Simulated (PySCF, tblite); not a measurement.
# C₂H₉OSi₂ radical, a cluster model of a defect (Si site with back bonds C, C, O[SiH3]): EPR parameters

Wanted: the EPR parameters for `C[Si](C)O[SiH3]`. It is drawn as: dangling bond.

Computed with tblite 0.8.0 and PySCF 2.14.0; each step states its level. No surroundings beyond the atoms listed, unless a continuum is named. Atoms count from 0, parts from 1.

### Step 1. The system as given

14 atoms, charge 0, multiplicity 2; geometry: distance geometry start.

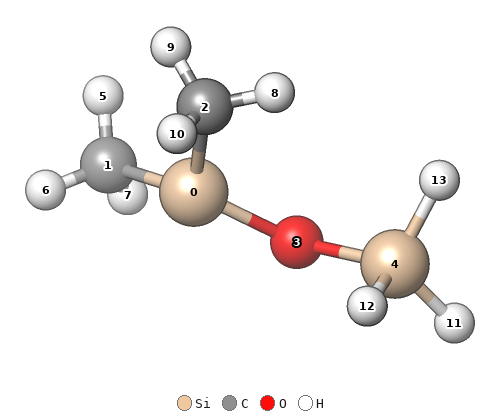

The starting geometry (silicon light orange, carbon grey, oxygen red, hydrogen white), atoms numbered.

### Step 2. Relaxing the cluster with GFN2-xTB

What the job is given:

```
{"job": {"kind": "relax", "xc": "GFN2-xTB", "basis": "xTB"}, "charge": 0, "multiplicity": 2}
Si     0.330246     0.571489     0.220359
C      0.779401     2.195273    -0.526203
C      0.445166    -0.892084    -0.914310
O     -1.042185     0.583814     1.339520
Si    -1.797732    -0.856160     2.060320
H      0.546526     2.198312    -1.520821
H      1.794509     2.342658    -0.428778
H      0.267011     2.952557    -0.042055
H     -0.441299    -1.440221    -0.823862
H      0.549534    -0.557634    -1.894886
H      1.264249    -1.472537    -0.637701
H     -2.619676    -0.487505     3.123936
H     -0.777249    -1.730389     2.554430
H     -2.548565    -1.538136     1.072029
```

Method: GFN2-xTB geometry optimisation, gas phase.

Command:

```sh
> OMP_NUM_THREADS=1 python cluster_run.py task.json out
```

The driver reads the jobs from task.json and runs them one after another.

Standard output:

```text
step      E/eV     max force
  0    -445.80494    3.532
  1    -446.42417    2.277
  2    -446.63253    0.828
  3    -446.66490    0.693
  4    -446.75449    0.463
  5    -446.77098    0.410
  6    -446.80386    0.369
  7    -446.81921    0.317
  8    -446.83369    0.351
  9    -446.84453    0.310
 10    -446.85732    0.365
 11    -446.86752    0.319
 12    -446.87724    0.236
 13    -446.88864    0.259
 14    -446.90343    0.372
 15    -446.91696    0.347
 16    -446.92415    0.219
 17    -446.92827    0.158
 18    -446.93429    0.212
 19    -446.94328    0.311
 20    -446.95277    0.297
 21    -446.95886    0.174
 22    -446.96303    0.162
 23    -446.96835    0.213
 24    -446.97775    0.307
 25    -446.99176    0.342
 26    -447.00533    0.269
 27    -447.01392    0.245
 28    -447.02015    0.222
 29    -447.02496    0.224
 30    -447.02977    0.233
 31    -447.03449    0.142
 32    -447.03807    0.108
 33    -447.03954    0.121
 34    -447.04302    0.131
 35    -447.04605    0.131
 36    -447.04902    0.171
 37    -447.05115    0.155
 38    -447.05312    0.117
 39    -447.05519    0.137
 40    -447.05742    0.121
 41    -447.05869    0.130
 42    -447.06057    0.113
 43    -447.06169    0.079
 44    -447.06336    0.115
 45    -447.06467    0.126
 46    -447.06742    0.105
 47    -447.06902    0.092
 48    -447.06983    0.123
 49    -447.07133    0.146
 50    -447.07254    0.115
 51    -447.07520    0.072
 52    -447.07567    0.072
 53    -447.07840    0.116
 54    -447.07988    0.140
 55    -447.08169    0.097
 56    -447.08329    0.110
 57    -447.08489    0.094
 58    -447.08564    0.104
 59    -447.08650    0.072
 60    -447.08696    0.061
 61    -447.08824    0.087
 62    -447.08938    0.122
 63    -447.09087    0.111
 64    -447.09191    0.071
 65    -447.09264    0.057
 66    -447.09321    0.066
 67    -447.09379    0.069
 68    -447.09420    0.059
 69    -447.09447    0.036
 70    -447.09473    0.043
 71    -447.09512    0.057
 72    -447.09569    0.068
 73    -447.09661    0.091
 74    -447.09803    0.109
 75    -447.10004    0.105
 76    -447.10243    0.081
 77    -447.10447    0.083
 78    -447.10545    0.073
 79    -447.10569    0.095
 80    -447.10660    0.062
 81    -447.10748    0.087
 82    -447.10883    0.100
 83    -447.10999    0.074
 84    -447.11102    0.064
 85    -447.11170    0.049
 86    -447.11185    0.067
 87    -447.11233    0.043
 88    -447.11253    0.038
 89    -447.11276    0.032
 90    -447.11284    0.023
 91    -447.11296    0.020
 92    -447.11303    0.020
 93    -447.11310    0.022
 94    -447.11316    0.023
 95    -447.11323    0.028
 96    -447.11331    0.032
 97    -447.11341    0.036
 98    -447.11354    0.039
 99    -447.11371    0.036
100    -447.11391    0.034
101    -447.11409    0.039
102    -447.11427    0.041
103    -447.11451    0.045
104    -447.11487    0.058
105    -447.11534    0.068
106    -447.11575    0.054
107    -447.11594    0.048
108    -447.11609    0.060
109    -447.11626    0.032
110    -447.11642    0.022
111    -447.11653    0.021
112    -447.11660    0.017
113    -447.11666    0.015
114    -447.11671    0.017
115    -447.11678    0.017
116    -447.11685    0.020
117    -447.11693    0.021
118    -447.11702    0.025
119    -447.11712    0.029
120    -447.11721    0.027
121    -447.11731    0.027
122    -447.11743    0.028
123    -447.11758    0.024
124    -447.11771    0.020
125    -447.11778    0.019
126    -447.11783    0.016
127    -447.11786    0.021
128    -447.11791    0.024
129    -447.11797    0.021
130    -447.11802    0.022
131    -447.11806    0.021
132    -447.11811    0.017
133    -447.11818    0.017
134    -447.11824    0.018
135    -447.11830    0.014
136    -447.11833    0.013
137    -447.11836    0.014
138    -447.11837    0.015
139    -447.11839    0.008
```

Run time: 2.8 s. Hardware: 1 thread of Arm Neoverse V1, shared host.

Step by step:

| step | energy from step 0 (eV) | largest force (eV/Å) |
| --- | --- | --- |
| 0 | 0.0000 | 3.5315 |
| 5 | -0.9660 | 0.4099 |
| 10 | -1.0524 | 0.3649 |
| 15 | -1.1120 | 0.3469 |
| 20 | -1.1478 | 0.2968 |
| 25 | -1.1868 | 0.3412 |
| 30 | -1.2248 | 0.2336 |
| 35 | -1.2411 | 0.1309 |
| 40 | -1.2525 | 0.1208 |
| 45 | -1.2597 | 0.1254 |
| 50 | -1.2676 | 0.1151 |
| 55 | -1.2767 | 0.0972 |
| 60 | -1.2820 | 0.0608 |
| 65 | -1.2877 | 0.0573 |
| 70 | -1.2898 | 0.0430 |
| 75 | -1.2951 | 0.1049 |
| 80 | -1.3017 | 0.0617 |
| 85 | -1.3068 | 0.0490 |
| 90 | -1.3079 | 0.0230 |
| 95 | -1.3083 | 0.0279 |
| 100 | -1.3090 | 0.0338 |
| 105 | -1.3104 | 0.0682 |
| 110 | -1.3115 | 0.0220 |
| 115 | -1.3118 | 0.0178 |
| 120 | -1.3123 | 0.0271 |
| 125 | -1.3128 | 0.0193 |
| 130 | -1.3131 | 0.0215 |
| 135 | -1.3134 | 0.0134 |
| 139 | -1.3134 | 0.0082 |

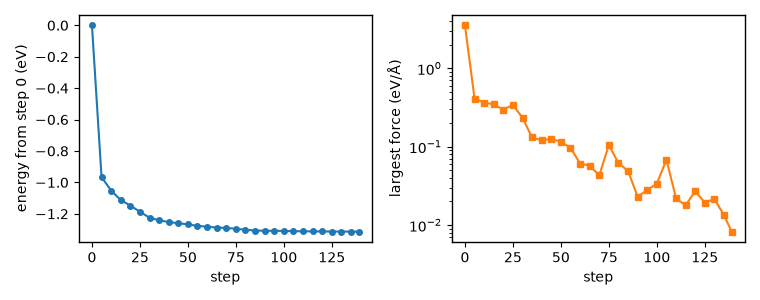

Energy and largest force along the relaxation.

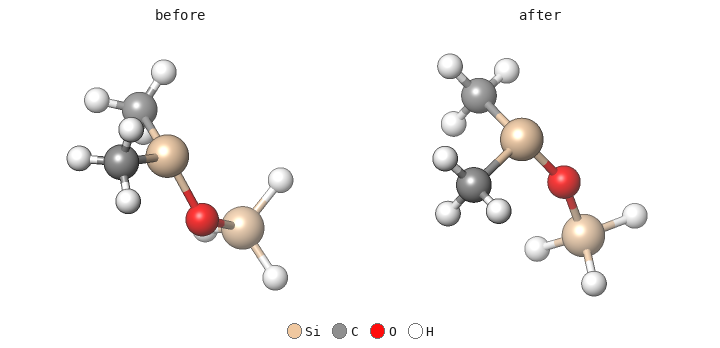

Before and after, at one scale.

Close pairs (by a distance rule), those that changed most:

| bond | before (Å) | after (Å) | change (Å) |
| --- | --- | --- | --- |
| O3–Si4 | 1.779 | 1.616 | -0.162 |
| Si0–O3 | 1.771 | 1.635 | -0.136 |
| Si4–H11 | 1.394 | 1.462 | +0.069 |
| C1–H5 | 1.022 | 1.090 | +0.068 |
| Si0–C1 | 1.843 | 1.906 | +0.063 |
| C1–H6 | 1.030 | 1.085 | +0.055 |
| C1–H7 | 1.035 | 1.086 | +0.051 |
| Si0–C2 | 1.855 | 1.906 | +0.051 |

### Step 3. Relaxing the molecule at PBE0-D3(BJ)/def2-SVP

What the job is given:

```
{"job": {"xc": "PBE0", "basis": "def2-SVP", "d3": "d3bj", "grid": 2, "kind": "geom", "shake": 0.01}, "charge": 0, "multiplicity": 2}
Si     1.064321     0.121402     0.057390
C      0.512789     1.880359    -0.529686
C      1.074033    -1.109076    -1.390598
O     -0.018134    -0.383356     1.140500
Si    -1.495954    -0.730335     1.781112
H     -0.465963     1.844311    -1.003068
H      1.230691     2.289757    -1.247608
H      0.466204     2.586320     0.298046
H      0.110738    -1.171565    -1.829941
H      1.805553    -0.810330    -2.132746
H      1.358762    -2.102086    -1.028275
H     -1.937346     0.481020     2.496175
H     -1.272707    -1.836764     2.680268
H     -2.439464    -1.074266     0.722839
```

Standard output:

```text
step   0  E = -735.15632261  max force = 0.029479
step   1  E = -735.16328354  max force = 0.003464
step   2  E = -735.16346862  max force = 0.000950
step   3  E = -735.16347988  max force = 0.000511
step   4  E = -735.16348434  max force = 0.000688
step   5  E = -735.16348901  max force = 0.000823
step   6  E = -735.16349644  max force = 0.000924
step   7  E = -735.16351152  max force = 0.001019
step   8  E = -735.16353929  max force = 0.001007
step   9  E = -735.16356300  max force = 0.000565
step  10  E = -735.16357876  max force = 0.000624
step  11  E = -735.16358690  max force = 0.000632
step  12  E = -735.16359677  max force = 0.000518
step  13  E = -735.16361096  max force = 0.000451
step  14  E = -735.16363040  max force = 0.000649
step  15  E = -735.16364765  max force = 0.000685
step  16  E = -735.16365806  max force = 0.000497
step  17  E = -735.16366679  max force = 0.000574
step  18  E = -735.16367739  max force = 0.000790
step  19  E = -735.16369405  max force = 0.000955
step  20  E = -735.16371855  max force = 0.000946
step  21  E = -735.16376136  max force = 0.000728
step  22  E = -735.16377036  max force = 0.000667
step  23  E = -735.16377840  max force = 0.000696
step  24  E = -735.16378066  max force = 0.000650
step  25  E = -735.16379001  max force = 0.000636
step  26  E = -735.16380354  max force = 0.000691
step  27  E = -735.16376219  max force = 0.001443
step  28  E = -735.16383934  max force = 0.001002
step  29  E = -735.16386763  max force = 0.000618
step  30  E = -735.16391160  max force = 0.001144
step  31  E = -735.16393064  max force = 0.001261
step  32  E = -735.16400261  max force = 0.001357
step  33  E = -735.16411076  max force = 0.001500
step  34  E = -735.16422341  max force = 0.003254
step  35  E = -735.16449903  max force = 0.002260
step  36  E = -735.16468576  max force = 0.001241
step  37  E = -735.16470254  max force = 0.000493
step  38  E = -735.16470518  max force = 0.000186
optimisation converged
```

It took 7.6 min on 1 thread of Arm Neoverse V1, shared host; peak memory 0.7 GiB.

Relaxation path: (not every step is listed)

| step | energy from step 0 (eV) | largest force component (eV/Å) |
| --- | --- | --- |
| 0 | 0.0000 | 1.5159 |
| 1 | -0.1894 | 0.1781 |
| 2 | -0.1945 | 0.0489 |
| 3 | -0.1948 | 0.0263 |
| 4 | -0.1949 | 0.0354 |
| 5 | -0.1950 | 0.0423 |
| 6 | -0.1952 | 0.0475 |
| 7 | -0.1956 | 0.0524 |
| 8 | -0.1964 | 0.0518 |
| 10 | -0.1974 | 0.0321 |
| 12 | -0.1979 | 0.0266 |
| 14 | -0.1989 | 0.0334 |
| 16 | -0.1996 | 0.0256 |
| 18 | -0.2001 | 0.0406 |
| 20 | -0.2013 | 0.0486 |
| 22 | -0.2027 | 0.0343 |
| 24 | -0.2029 | 0.0334 |
| 26 | -0.2036 | 0.0355 |
| 28 | -0.2045 | 0.0515 |
| 30 | -0.2065 | 0.0588 |
| 32 | -0.2090 | 0.0698 |
| 33 | -0.2119 | 0.0771 |
| 34 | -0.2150 | 0.1673 |
| 35 | -0.2225 | 0.1162 |
| 36 | -0.2276 | 0.0638 |
| 37 | -0.2280 | 0.0254 |
| 38 | -0.2281 | 0.0096 |

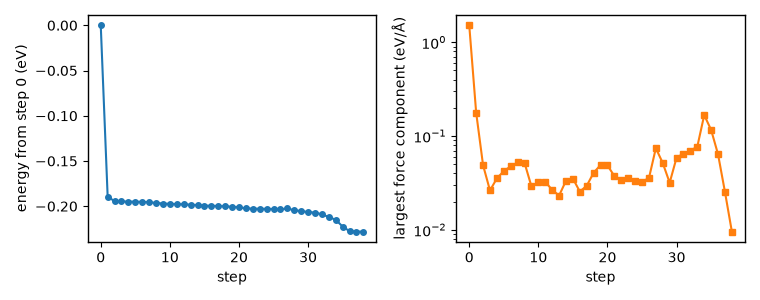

Energy and largest force along the relaxation.

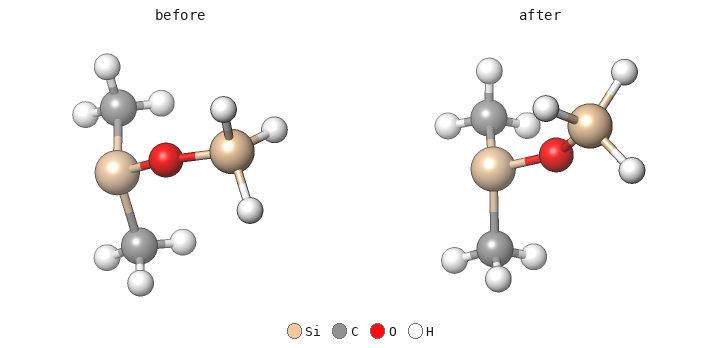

Before and after, at one scale.

Close pairs (by a distance rule), those that changed most:

| bond | before (Å) | after (Å) | change (Å) |
| --- | --- | --- | --- |
| Si0–O3 | 1.612 | 1.672 | +0.060 |
| Si0–C1 | 1.935 | 1.878 | -0.056 |
| Si4–H12 | 1.443 | 1.496 | +0.053 |
| C2–H8 | 1.061 | 1.104 | +0.043 |
| Si4–H13 | 1.459 | 1.494 | +0.035 |
| Si0–C2 | 1.900 | 1.880 | -0.020 |
| Si4–H11 | 1.474 | 1.492 | +0.018 |
| C2–H9 | 1.084 | 1.101 | +0.017 |

The end geometry stands in the next job.

| at the end point | value |
| --- | --- |
| point group (found at 0.08 Å tolerance) | C1 |
| rotational constants (GHz, main isotopes) | 5.293, 1.618, 1.322 |
| dipole moment (D) | 0.80 |
| ⟨S²⟩ | 0.751 |

### Step 4. EPR parameters: B3LYP/IGLO-III+pcH-1

What the job is given:

```
{"job": {"kind": "epr"}, "charge": 0, "multiplicity": 2}
Si     0.731125     0.178618    -0.040583
C      0.636320     2.039971    -0.272983
C      0.854526    -0.703514    -1.695971
O     -0.675999    -0.314223     0.717259
Si    -1.411088    -1.199814     1.902401
H     -0.243957     2.297324    -0.886982
H      1.537026     2.416049    -0.782430
H      0.543686     2.559662     0.692312
H     -0.017691    -0.447504    -2.322158
H      1.767068    -0.401682    -2.233014
H      0.875570    -1.796207    -1.568832
H     -2.379905    -0.337102     2.640399
H     -0.399822    -1.731681     2.867638
H     -2.150787    -2.347409     1.296840
```

Method: UKS B3LYP, IGLO-III on C O Si, pcH-1 on H, non-relativistic, mean-field spin-orbit, GIAO.

Standard output:

```text
UKS, coarse grid
  cycle   1  E = -735.85236391  |g| = 6.85e-01
  cycle   2  E = -735.38475913  |g| = 1.27e+00
  cycle   3  E = -736.01219342  |g| = 1.78e-01
  cycle   4  E = -736.02448635  |g| = 5.89e-02
  cycle   5  E = -736.02611278  |g| = 8.93e-03
  cycle   6  E = -736.02615152  |g| = 1.88e-03
  cycle   7  E = -736.02615282  |g| = 4.14e-04
UKS, final grid
  cycle   1  E = -736.02620035  |g| = 3.39e-04
  cycle   2  E = -736.02620034  |g| = 4.35e-04
  cycle   3  E = -736.02620040  |g| = 9.96e-05
  cycle   4  E = -736.02620041  |g| = 2.01e-05
E = -736.02620041 Eh   <S^2> = 0.7512 (exact 0.7500)
g shifts (ppm)      1          2          3
  rmc          -157       -157       -157
  gc             64          9         72
  oz_so       -1365        -74       1413
  total       -1458       -221       1329
hyperfine (MHz)  atom isotope    a_iso     a_fc   dipolar eigenvalues
    0  29Si    -586.25    -587.46   -146.04     72.94     73.10
    1   13C      59.15      59.15     -6.13     -5.47     11.60
    2   13C      60.48      60.47     -6.24     -5.58     11.82
    3   17O     -18.77     -18.73    -23.16     11.18     11.99
    4  29Si      -1.07      -1.09     -0.83      0.15      0.69
    5    1H      48.08      48.08     -4.32     -0.25      4.57
    6    1H      -4.12      -4.12     -4.90     -2.28      7.18
    7    1H       0.85       0.85     -5.09     -2.71      7.80
    8    1H      48.44      48.44     -4.38     -0.23      4.61
    9    1H      -4.15      -4.15     -4.97     -2.29      7.25
   10    1H       0.48       0.48     -5.13     -2.70      7.83
   11    1H      -0.12      -0.12     -1.10     -0.95      2.06
   12    1H       0.55       0.55     -1.85     -1.48      3.33
   13    1H       0.37       0.37     -1.09     -0.98      2.07
```

It took 57 s on 1 thread of Arm Neoverse V1, shared host; peak memory 1.1 GiB.

Principal g values 2.00086, 2.00210, 2.00365; g(iso) = 2.00220, against 2.00232 for a free electron.

Hyperfine couplings, nucleus by nucleus at this fixed geometry (no averaging over rotations):

| nuclei | isotope | a(iso) (MHz) | a(iso) (G, at g = 2.0023) | largest dipolar term (MHz) |
| --- | --- | --- | --- | --- |
| Si0 | 29Si | -586.2 | -209.2 | -146.0 |
| C2 | 13C | 60.5 | 21.6 | 11.8 |
| C1 | 13C | 59.2 | 21.1 | 11.6 |
| H8 | 1H | 48.4 | 17.3 | 4.6 |
| H5 | 1H | 48.1 | 17.2 | 4.6 |
| O3 | 17O | -18.8 | -6.7 | -23.2 |
| H9 | 1H | -4.2 | -1.5 | 7.3 |
| H6 | 1H | -4.1 | -1.5 | 7.2 |
| Si4 | 29Si | -1.1 | -0.4 | -0.8 |
| H7 | 1H | 0.9 | 0.3 | 7.8 |
| H12 | 1H | 0.6 | 0.2 | 3.3 |
| H10 | 1H | 0.5 | 0.2 | 7.8 |
| H13 | 1H | 0.4 | 0.1 | 2.1 |
| H11 | 1H | -0.1 | 0.0 | 2.1 |

Mulliken spin populations:

Si0 0.84; C1 0.02; C2 0.03; O3 0.04; Si4 0.01; H5 0.03; H6 0.00; H7 0.00; H8 0.03; H9 0.00; H10 0.00; H11 0.00; H12 0.00; H13 0.00

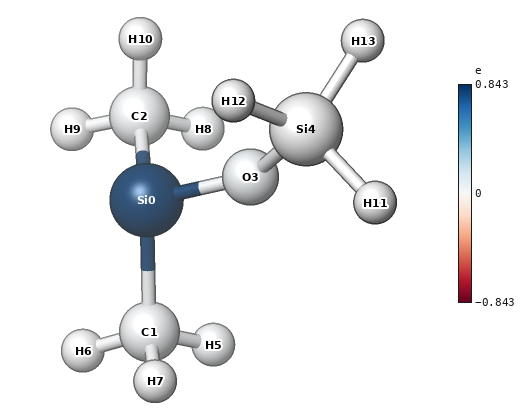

Mulliken spin populations, as colours on the atoms.

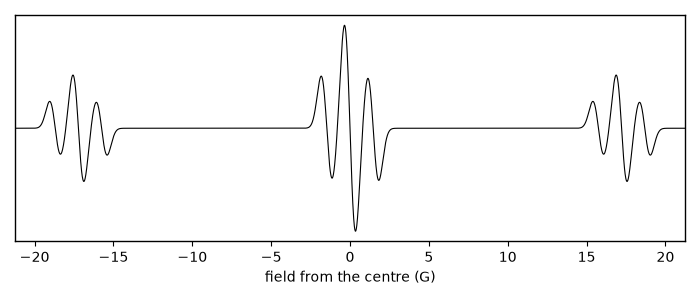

First-order isotropic spectrum (first derivative, main isotopes with spin only, couplings over 0.8 MHz, Gaussian width 0.3 G; couplings of the frozen geometry, rotation of groups not averaged beyond the rows shown).

### Step 5. g tensor and hyperfine couplings: BHandHLYP/IGLO-III+pcH-1

The job, as its differences from that of step 4:

```diff
@@ -1,2 +1,2 @@
-{"job": {"kind": "epr"}, "charge": 0, "multiplicity": 2}
+{"job": {"kind": "epr", "xc": "BHandHLYP"}, "charge": 0, "multiplicity": 2}
 Si     0.731125     0.178618    -0.040583
```

Method: UKS BHandHLYP, IGLO-III on C O Si, pcH-1 on H, non-relativistic, mean-field spin-orbit, GIAO.

Standard output:

```text
UKS, coarse grid
  cycle   1  E = -735.76809655  |g| = 5.45e-01
  cycle   2  E = -735.70476868  |g| = 7.03e-01
  cycle   3  E = -735.88131971  |g| = 6.75e-02
  cycle   4  E = -735.88313617  |g| = 2.84e-02
  cycle   5  E = -735.88357350  |g| = 3.93e-03
  cycle   6  E = -735.88359026  |g| = 1.47e-03
  cycle   7  E = -735.88359355  |g| = 3.32e-04
UKS, final grid
  cycle   1  E = -735.88362237  |g| = 1.61e-04
  cycle   2  E = -735.88362241  |g| = 7.76e-05
  cycle   3  E = -735.88362242  |g| = 4.31e-05
  cycle   4  E = -735.88362242  |g| = 6.95e-06
E = -735.88362242 Eh   <S^2> = 0.7518 (exact 0.7500)
g shifts (ppm)      1          2          3
  rmc          -158       -158       -158
  gc             63          9         71
  oz_so       -1363        -47       1263
  total       -1457       -197       1176
hyperfine (MHz)  atom isotope    a_iso     a_fc   dipolar eigenvalues
    0  29Si    -619.97    -621.15   -149.94     74.54     75.39
    1   13C      60.31      60.31     -6.18     -5.33     11.52
    2   13C      61.70      61.69     -6.29     -5.45     11.74
    3   17O     -23.16     -23.13    -22.58     10.87     11.71
    4  29Si      -0.35      -0.36     -0.78      0.22      0.56
    5    1H      47.17      47.16     -4.26     -0.15      4.42
    6    1H      -4.66      -4.67     -4.93     -2.35      7.28
    7    1H      -0.14      -0.14     -5.12     -2.76      7.88
    8    1H      47.51      47.51     -4.32     -0.13      4.46
    9    1H      -4.71      -4.71     -4.99     -2.36      7.36
   10    1H      -0.51      -0.51     -5.16     -2.75      7.91
   11    1H      -0.21      -0.21     -1.09     -0.95      2.04
   12    1H      -0.59      -0.59     -1.84     -1.52      3.36
   13    1H       0.17       0.17     -1.08     -0.97      2.05
```

It took 61 s on 1 thread of Arm Neoverse V1, shared host; peak memory 1.1 GiB.

In short: g(iso) 2.00216.

### Step 6. Run by run: EPR parameters

g, ⟨S²⟩ and isotropic hyperfine couplings (MHz), with basis size and wall time:

| run | g(iso) | ⟨S²⟩ | 29Si Si0 | 13C C2 | 13C C1 | 1H H8 | 1H H5 | functions | time |
| --- | --- | --- | --- | --- | --- | --- | --- | --- | --- |
| B3LYP/IGLO-III+pcH-1 | 2.00220 | 0.751 | -586.2 | 60.5 | 59.2 | 48.4 | 48.1 | 283 | 57 s |
| BHandHLYP/IGLO-III+pcH-1 | 2.00216 | 0.752 | -620.0 | 61.7 | 60.3 | 47.5 | 47.2 | 283 | 61 s |

### Step 7. Summary of results

| quantity | value |
| --- | --- |
| point group | C1 |
| rotational constants (main isotopes) | 5.29, 1.62, 1.32 GHz |
| g(iso) (B3LYP) | 2.00220 |
| ⟨S²⟩ | 0.751 (exact 0.75) |
| largest a(iso) | 29Si on Si0, -586.2 MHz |

In words: Over 38 steps the energy fell by 0.228 eV; of the close pairs, Si0–O3 changed most, 1.612 to 1.672 Å (PBE0/def2-SVP). Most of the unpaired spin sits on Si0 (0.84 e). The isotropic g lies 0.1 ppt below the free-electron value. The coupling of 29Si on Si0 runs from -620.0 (BHandHLYP/IGLO-III+pcH-1) to -586.2 MHz (B3LYP/IGLO-III+pcH-1). A capped cluster stands for the solid here, so long-range fields and strain are missing, and bands or shifts of the capping hydrogens have no counterpart in it.
